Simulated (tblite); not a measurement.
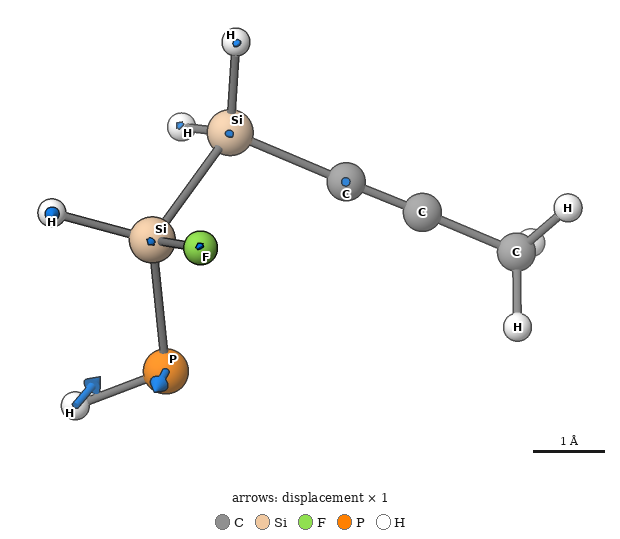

A relaxation of C3H7FPSi2 (multiplicity 2). The starting structure is drawn; blue arrows show the displacements, at their true length. The two geometries are superimposed by the best rigid fit.

A ball-and-stick model, seen at a tilt.

All numbers below come from tblite, GFN2-xTB geometry optimisation, gas phase. 

Question: What happened in the run?

Answer: The energy falls by 11.2 kcal/mol in 73 geometry steps. An H atom moves most after the best rigid fit: 0.71 Å. By element the largest moves are H 0.71 Å, P 0.56 Å, Si 0.11 Å, C 0.10 Å, F 0.10 Å. Near-neighbour distances that change, for instance: Si–Si 2.246 → 2.334 Å, F–Si 1.691 → 1.622 Å, P–Si 2.157 → 2.206 Å, C–C 1.492 → 1.444 Å. Bond angles that change, for instance: Si–P–H 108.1° → 93.1°, Si–Si–P 106.4° → 116.2°, F–Si–H 108.3° → 100.4°. Groups turn about P–Si by about 60°.
